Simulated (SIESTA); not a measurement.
# Converging shifted k-point meshes: Ag (Fm-3m, 1 atom in the cell)

```yaml
crystal:
  lattice:
    - [0.00000, 2.05523, 2.05523]
    - [2.05523, 0.00000, 2.05523]
    - [2.05523, 2.05523, 0.00000]
  atoms:
    - { symbol: Ag, position: [0.00000, 0.00000, 0.00000] }
```

Computed with SIESTA 5.4.2 with GGA PBE, numerical atomic orbitals DZP, PseudoDojo PBE standard norm-conserving potentials (rewritten from UPF to PSML).

Base settings: XC.functional = GGA; XC.authors = PBE; potentials = PseudoDojo PBE standard; PAO.BasisSize = DZP; PAO.EnergyShift = 0.005 Ry; MeshCutoff = 400 Ry; kgrid.MonkhorstPack = 6 6 6; OccupationFunction = FD; ElectronicTemperature = 0.1 eV; MaxSCFIterations = 150.

Only quantities that move along the ladder and can be compared are tabulated.

Core times come from one kind of shared machine, to one figure; runs under 30 s give none.

The starting cell has typed, rounded lattice constants, without a prior relaxation at this level. Its lattice was rescaled by up to half a per cent. Values carry the incompleteness of an atom-centred basis. Without a gap this mesh is coarse (it stands for a supercell whose shortest vector is 17 Å).

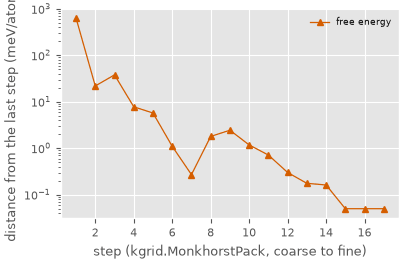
*Distance from the last step along the ladder; very small values are drawn at a floor.*

| kgrid.MonkhorstPack | free energy less the last step's (meV/atom) | pressure (GPa) | core time / last (rough) |
|---|---|---|---|
| 2 2 2 shifted by 0.5 0.5 0.5 | 636.29 | 5.46 | – |
| 3 3 3 shifted by 0.5 0.5 0.5 | 21.92 | 1.49 | – |
| 4 4 4 shifted by 0.5 0.5 0.5 | 38.01 | 2.18 | – |
| 5 5 5 shifted by 0.5 0.5 0.5 | 7.82 | 0.65 | – |
| 6 6 6 shifted by 0.5 0.5 0.5 | 5.74 | 1.06 | – |
| 7 7 7 shifted by 0.5 0.5 0.5 | 1.10 | 0.86 | – |
| 8 8 8 shifted by 0.5 0.5 0.5 | -0.27 | 0.83 | – |
| 9 9 9 shifted by 0.5 0.5 0.5 | -1.80 | 0.90 | – |
| 10 10 10 shifted by 0.5 0.5 0.5 | -2.45 | 0.79 | – |
| 11 11 11 shifted by 0.5 0.5 0.5 | -1.18 | 0.82 | – |
| 12 12 12 shifted by 0.5 0.5 0.5 | -0.72 | 0.80 | – |
| 13 13 13 shifted by 0.5 0.5 0.5 | -0.30 | 0.80 | – |
| 14 14 14 shifted by 0.5 0.5 0.5 | -0.18 | 0.83 | – |
| 18 18 18 shifted by 0.5 0.5 0.5 | 0.16 | 0.83 | 0.2 |
| 22 22 22 shifted by 0.5 0.5 0.5 | 0.02 | 0.84 | 0.3 |
| 27 27 27 shifted by 0.5 0.5 0.5 | -0.02 | 0.83 | 0.6 |
| 33 33 33 shifted by 0.5 0.5 0.5 | 0.00 | 0.83 | 1.0 |
| 37 37 37 shifted by 0.5 0.5 0.5 | 0.00 | 0.83 | 1 |

Coarsest kgrid.MonkhorstPack that holds the free energy within 0.5 meV/atom of the last step, with all finer ones: 13 13 13 shifted by 0.5 0.5 0.5; the step before is off by 0.72 meV/atom.

Coarsest kgrid.MonkhorstPack that holds the pressure within 1 GPa of the last step, with all finer ones: 5 5 5 shifted by 0.5 0.5 0.5; the step before is off by 1.3 GPa.
